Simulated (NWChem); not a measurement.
# InSiH5 (SMILES [SiH3][InH2]): levels of theory compared

We compute a comparison of 3 runs (HF/3-21G, wB97X/STO-3G, CCSD(T)/STO-3G) of InSiH5. 

The calculation is run with NWChem 7.3.0.

### Step 1. The structure to begin with

InSiH5 has 7 atoms, charge 0, and is taken as a singlet. SMILES: `[SiH3][InH2]`. Geometry: relaxed at PBE0-D4/def2-TZVP.

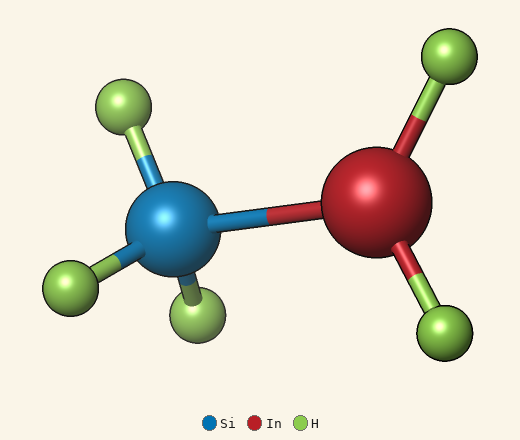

The structure, seen from a chosen angle (silicon blue, indium red, hydrogen green).

### Step 2. Energy and forces at HF/3-21G (run 1)

Input file struct.nw:

```
echo
start struct
title "H5InSi hf"
memory 2200 mb
charge 0
geometry units angstroms noautosym nocenter noautoz
  Si      -0.667100      -0.641500      -0.642100
  In       0.830800       0.837600       0.840500
  H       -2.119900      -0.371100      -0.463600
  H       -0.432000      -2.083300      -0.345900
  H       -0.338000      -0.425500      -2.080000
  H        0.179100       2.062100       1.872000
  H        2.547100       0.621800       0.819100
end
basis spherical bse
  Si library 3-21G
  In library 3-21G
  H library 3-21G
end
scf
  singlet
  rhf
  thresh 1e-08
  maxiter 80
end
task scf gradient
```

On the command line:

```sh
nwchem struct.nw > struct.out
```

Output:

```text
[...]
  functions       =    54
[...]
  wavefunction    = RHF
[...]
         Total SCF energy =  -6004.985388645175
      One-electron energy =  -8722.791174663305
      Two-electron energy =   2503.617661749622
 Nuclear repulsion energy =    214.188124268509
        Time for solution =      2.8s
[...]
                         RHF ENERGY GRADIENTS
    atom               coordinates                        gradient
                 x          y          z           x          y          z
   1 Si     -1.260636  -1.212259  -1.213393    0.005780   0.006094   0.006123
   2 In      1.569984   1.582834   1.588315   -0.001006  -0.001294  -0.001380
   3 H      -4.006030  -0.701277  -0.876077    0.001212   0.000072   0.000107
   4 H      -0.816362  -3.936866  -0.653656    0.000403   0.001555   0.000115
   5 H      -0.638727  -0.804078  -3.930630    0.000333   0.000208   0.001640
   6 H       0.338450   3.896804   3.537567    0.004968  -0.008417  -0.007036
   7 H       4.813321   1.175032   1.547875   -0.011690   0.001781   0.000431
[...]
```

Wall time 5.1 s (1 thread of AMD EPYC 9R14 (Zen 4), shared host); peak memory 0.1 GiB.

### Step 3. Energy and gradient at wB97X/STO-3G (run 2)

Input file geom.nw:

```
start geom
title "H5InSi"
memory stack 880 mb heap 220 mb global 1100 mb

geometry units angstroms noautosym nocenter noautoz
Si    -0.667100    -0.641500    -0.642100
In     0.830800     0.837600     0.840500
H     -2.119900    -0.371100    -0.463600
H     -0.432000    -2.083300    -0.345900
H     -0.338000    -0.425500    -2.080000
H      0.179100     2.062100     1.872000
H      2.547100     0.621800     0.819100
end

basis spherical bse
Si library STO-3G
In library STO-3G
H library STO-3G
end

dft
xc wb97x
grid xfine
convergence energy 1e-08
iterations 100
mulliken
noprint "final vectors analysis"
end

task dft gradient
```

On the command line:

```sh
nwchem geom.nw > geom.out
```

Output:

```text
[...]
          Wavefunction type:  closed shell.
          No. of atoms     :     7
          No. of electrons :    68
[...]
          Charge           :     0
          Spin multiplicity:     1
[...]
          AO basis - number of functions:    41
[...]
              XC Information
              --------------
                       wb97x  Method XC Functional
                     Hartree-Fock (Exact) Exchange  1.000
                         wb97x Exchange Functional  1.000
                      wb97x Correlation Functional  1.000
[...]
 d= 0,ls=0.0,diis     1  -5974.0879202143 -6.19D+03  1.58D-02  1.57D-01     2.1
[...]
 d= 0,ls=0.0,diis     7  -5974.1263688680 -5.83D-09  3.09D-06  9.18D-10    13.0
         Total DFT energy =    -5974.126368868031
      One electron energy =    -8698.488563756744
           Coulomb energy =     2689.784058241471
    Exchange-Corr. energy =     -179.609987621267
 Nuclear repulsion energy =      214.188124268509
[...]
      Total Density - Mulliken Population Analysis
     ---------------------------------------------
    Atom       Charge   Shell Charges
 -----------   ------   -------------------------------------------------------
    1 Si  14    13.67   2.00  1.98  5.88  1.30  2.50
    2 In  49    48.61   2.00  2.00  6.00  2.00  5.99  2.01  5.97  1.20  1.61  9.99  9.84
    3 H    1     1.13   1.13
    4 H    1     1.13   1.13
    5 H    1     1.13   1.13
    6 H    1     1.16   1.16
    7 H    1     1.16   1.16
[...]
  wavefunction    = closed shell
[...]
                         DFT ENERGY GRADIENTS
    atom               coordinates                        gradient
                 x          y          z           x          y          z
   1 Si     -1.260636  -1.212259  -1.213393   -0.006685  -0.004021  -0.003877
   2 In      1.569984   1.582834   1.588315   -0.012531  -0.011805  -0.011777
   3 H      -4.006030  -0.701277  -0.876077   -0.021043   0.005832   0.004360
   4 H      -0.816362  -3.936866  -0.653656    0.005759  -0.021119   0.006296
   5 H      -0.638727  -0.804078  -3.930630    0.007245   0.005052  -0.021041
   6 H       0.338450   3.896804   3.537567   -0.014790   0.030463   0.025788
   7 H       4.813321   1.175032   1.547875    0.042044  -0.004402   0.000250
[...]
```

It took 17 s on 1 thread of AMD EPYC 9R14 (Zen 4), shared host; peak memory 0.14 GiB.

### Step 4. The energy at CCSD(T)/STO-3G (run 3)

Input file a.nw:

```
START a
TITLE "H5InSi"
memory 2200 mb

GEOMETRY noautosym nocenter noautoz
 Si   -0.667100   -0.641500   -0.642100
 In    0.830800    0.837600    0.840500
 H    -2.119900   -0.371100   -0.463600
 H    -0.432000   -2.083300   -0.345900
 H    -0.338000   -0.425500   -2.080000
 H     0.179100    2.062100    1.872000
 H     2.547100    0.621800    0.819100
END

BASIS spherical bse
 * library STO-3G
END

SCF
 thresh 1e-08
 maxiter 80
END

CCSD
 freeze core 23
 maxiter 60
END

TASK ccsd(t)
```

On the command line:

```sh
nwchem a.nw > a.out
```

Output:

```text
[...]
  functions       =    41
[...]
  wavefunction    = RHF
[...]
         Total SCF energy =  -5971.377884153366
      One-electron energy =  -8700.262686860478
      Two-electron energy =   2514.696678438605
 Nuclear repulsion energy =    214.188124268509
        Time for solution =      2.5s
[...]
 Total MP2 energy:          -5971.447009553220596
[...]
             energy      energy      error      ampl     ampl      Block
                                                time     time      time
[...]
 Total CCSD energy:          -5971.480345332091929
[...]
 Total CCSD+T(CCSD) energy:          -5971.481225743466894
[...]
 Total CCSD(T) energy:               -5971.481214609092603
[...]
```

Run time: 11 s. Hardware: 1 thread of AMD EPYC 9R14 (Zen 4), shared host; peak memory 0.11 GiB.

### Step 5. The series

| run | level | iteration cap | module | energy (Eh) | dipole moment (D) | HOMO energy (eV) | LUMO energy (eV) | wall time |
| --- | --- | --- | --- | --- | --- | --- | --- | --- |
| 1 | HF/3-21G | 80 | scf | -6004.985389 | 0.63 | -9.70 | 0.42 | 5.1 s |
| 2 | wB97X/STO-3G | 100 | dft | -5974.126369 | 0.37 | – | – | 17 s |
| 3 | CCSD(T)/STO-3G | 80 | ccsd(t) | -5971.481215 | – | -7.20 | 5.46 | 11 s |

### Step 6. Results

| quantity | value |
| --- | --- |
| run 3: total energy | -5971.48121 Eh |
| run 3: HOMO energy (Hartree–Fock orbitals) | -7.20 eV |
| run 3: LUMO energy (Hartree–Fock orbitals) | 5.46 eV |
| run 3: HOMO–LUMO gap (Hartree–Fock orbitals) | 12.66 eV |
| run 3: correlation energy (23 core orbitals frozen) | -103.3 mEh |
| run 3: (T) correction | -0.87 mEh |

**Reading.** In runs 2, 3 the basis is minimal, so the values are rough. In runs 1, 2, 3 relativity is left out where basis or elements ask for it. All runs together took 33 s, the longest 17 s.
